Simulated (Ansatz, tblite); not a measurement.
# Sn3Me8 (C₈H₂₄Sn₃): a ladder of methods and basis sets

Aim: run the singlet of Sn3Me8 (C₈H₂₄Sn₃) at one geometry on many levels, and compare frontier levels, spin and run time.

The runs use Ansatz 0.2.0, Gaussian basis; as each input shows.

Levels to be run: GFN1-xTB, GFN2-xTB, PBE-D4/def2-SVP, r2SCAN-D4/def2-SVP, MP2/def2-SVP, RPA/def2-SVP.

6 further runs of the same task are left out: 3 that didn't finish, 3 set aside as unsound or not needed.

## (1) The relaxed structure

The singlet was relaxed beforehand with PBE-D4/def2-SVP.

35 atoms, charge 0, spin multiplicity 1.

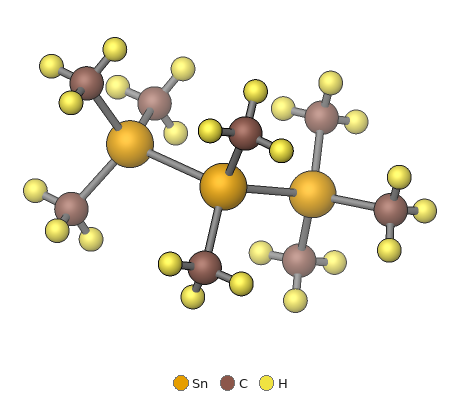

The geometry (tin amber, carbon brown, hydrogen yellow).

Geometry (Å):

| atom | x (Å) | y (Å) | z (Å) |
| --- | --- | --- | --- |
| Sn1 | -0.34768 | 0.14657 | -2.31257 |
| C2 | 0.73842 | -0.39734 | -4.13316 |
| C3 | -2.38247 | -0.63483 | -2.48613 |
| C4 | -0.48871 | 2.32784 | -2.25424 |
| Sn5 | 0.89721 | -0.82431 | 0.01618 |
| C6 | 0.70879 | -3.00734 | 0.13398 |
| C7 | 3.05012 | -0.40443 | -0.05355 |
| Sn8 | -0.23261 | 0.37279 | 2.30075 |
| C9 | 1.29171 | 0.94702 | 3.76092 |
| C10 | -1.32521 | 2.18200 | 1.73516 |
| C11 | -1.65037 | -0.96059 | 3.29715 |
| H12 | 0.22978 | 0.04405 | -5.01339 |
| H13 | 1.77632 | -0.01357 | -4.08818 |
| H14 | 0.76800 | -1.49815 | -4.24832 |
| H15 | -2.98488 | -0.33280 | -1.60714 |
| H16 | -2.36716 | -1.74023 | -2.54627 |
| H17 | -2.85853 | -0.23202 | -3.40217 |
| H18 | -1.00951 | 2.68973 | -3.16342 |
| H19 | -1.05675 | 2.64967 | -1.35993 |
| H20 | 0.52274 | 2.77777 | -2.21784 |
| H21 | 1.17133 | -3.47239 | -0.75838 |
| H22 | 1.22362 | -3.37765 | 1.04193 |
| H23 | -0.35827 | -3.29758 | 0.18105 |
| H24 | 3.22836 | 0.68605 | -0.11847 |
| H25 | 3.49848 | -0.89691 | -0.93844 |
| H26 | 3.53497 | -0.79464 | 0.86253 |
| H27 | 2.02392 | 1.63652 | 3.29800 |
| H28 | 1.82812 | 0.05062 | 4.12777 |
| H29 | 0.81117 | 1.45582 | 4.62000 |
| H30 | -0.63982 | 2.91229 | 1.26290 |
| H31 | -2.12859 | 1.93014 | 1.01524 |
| H32 | -1.78080 | 2.64513 | 2.63313 |
| H33 | -2.07221 | -0.45473 | 4.18822 |
| H34 | -2.47705 | -1.22385 | 2.60901 |
| H35 | -1.14243 | -1.89062 | 3.61768 |

Sn takes a core potential in the def2 sets. No spin-orbit coupling is included.

PBE0-D4/def2-SVP was run before; its log isn't repeated, and its numbers join the tables.

## (2) GFN1-xTB

Tight binding, by tblite at 300 K electronic temperature and without a spin-polarisation term:

```python
tblite.interface.Calculator('GFN1-xTB', numbers, positions, charge=0, uhf=0).singlepoint()
```

Energy -1015.5589 eV, HOMO -10.97 eV, LUMO -7.56 eV; 0.03 s.

## (3) GFN2-xTB

Tight binding, by tblite at 300 K electronic temperature and without a spin-polarisation term:

```python
tblite.interface.Calculator('GFN2-xTB', numbers, positions, charge=0, uhf=0).singlepoint()
```

Energy -967.8955 eV, HOMO -10.13 eV, LUMO -7.32 eV; 0.034 s.

## (4) PBE-D4/def2-SVP

start.molden holds the orbitals of an earlier run on this state, given as this run's starting guess.

Contents of in.yaml:

```yaml
crystal:
  periodic: [false, false, false]
  atoms:
    - {symbol: Sn, position_ang: [-0.347680, 0.146571, -2.312569]}
    - {symbol: C, position_ang: [0.738423, -0.397340, -4.133164]}
    - {symbol: C, position_ang: [-2.382474, -0.634827, -2.486129]}
    - {symbol: C, position_ang: [-0.488707, 2.327841, -2.254242]}
    - {symbol: Sn, position_ang: [0.897215, -0.824308, 0.016179]}
    - {symbol: C, position_ang: [0.708787, -3.007337, 0.133979]}
    - {symbol: C, position_ang: [3.050125, -0.404432, -0.053548]}
    - {symbol: Sn, position_ang: [-0.232605, 0.372792, 2.300753]}
    - {symbol: C, position_ang: [1.291708, 0.947017, 3.760916]}
    - {symbol: C, position_ang: [-1.325214, 2.181998, 1.735156]}
    - {symbol: C, position_ang: [-1.650370, -0.960592, 3.297146]}
    - {symbol: H, position_ang: [0.229780, 0.044049, -5.013385]}
    - {symbol: H, position_ang: [1.776321, -0.013573, -4.088184]}
    - {symbol: H, position_ang: [0.767996, -1.498153, -4.248320]}
    - {symbol: H, position_ang: [-2.984879, -0.332803, -1.607140]}
    - {symbol: H, position_ang: [-2.367161, -1.740230, -2.546267]}
    - {symbol: H, position_ang: [-2.858535, -0.232021, -3.402165]}
    - {symbol: H, position_ang: [-1.009512, 2.689726, -3.163418]}
    - {symbol: H, position_ang: [-1.056749, 2.649666, -1.359934]}
    - {symbol: H, position_ang: [0.522744, 2.777766, -2.217843]}
    - {symbol: H, position_ang: [1.171327, -3.472391, -0.758381]}
    - {symbol: H, position_ang: [1.223617, -3.377653, 1.041931]}
    - {symbol: H, position_ang: [-0.358266, -3.297582, 0.181048]}
    - {symbol: H, position_ang: [3.228363, 0.686047, -0.118469]}
    - {symbol: H, position_ang: [3.498482, -0.896910, -0.938437]}
    - {symbol: H, position_ang: [3.534966, -0.794638, 0.862532]}
    - {symbol: H, position_ang: [2.023924, 1.636519, 3.297997]}
    - {symbol: H, position_ang: [1.828124, 0.050615, 4.127773]}
    - {symbol: H, position_ang: [0.811174, 1.455820, 4.620000]}
    - {symbol: H, position_ang: [-0.639821, 2.912294, 1.262902]}
    - {symbol: H, position_ang: [-2.128592, 1.930145, 1.015242]}
    - {symbol: H, position_ang: [-1.780797, 2.645134, 2.633126]}
    - {symbol: H, position_ang: [-2.072215, -0.454732, 4.188218]}
    - {symbol: H, position_ang: [-2.477050, -1.223850, 2.609007]}
    - {symbol: H, position_ang: [-1.142429, -1.890618, 3.617681]}
basis:
  gaussian: {orbitals: def2-SVP, initial_orbitals: start.molden}
hamiltonian: {xc: pbe, dispersion: d4}
scf: {omitted_lower_state_checks: [starts]}
output: {forces: true, orbitals: {seedname: orbitals}}
```

Started as:

```sh
$ ansatz run in.yaml --threads 4 --pin off --events-out ev --progress --plain --max-ram 6963MiB
```

After this run come: r2SCAN-D4/def2-SVP; MP2/def2-SVP; RPA/def2-SVP.

**Question.** What will the summary of the whole plan be? Wanted: gap in def2-SVP, named functionals, smallest and largest; correlation energy, MP2/def2-SVP; binding an atom, functionals in def2-SVP.

**Answer**, as computed:

| quantity | value |
| --- | --- |
| gap in def2-SVP, named functionals, smallest and largest | 4.43 eV (PBE-D4), 6.14 eV (PBE0-D4) |
| correlation energy, MP2/def2-SVP | -41.52 eV |
| binding an atom, functionals in def2-SVP | 3.70 (r2SCAN-D4) to 3.74 eV (PBE-D4) |

**Reading.** Over the named functionals in def2-SVP the gap runs from 4.43 eV (PBE-D4) to 6.14 eV (PBE0-D4); exact exchange widens it.
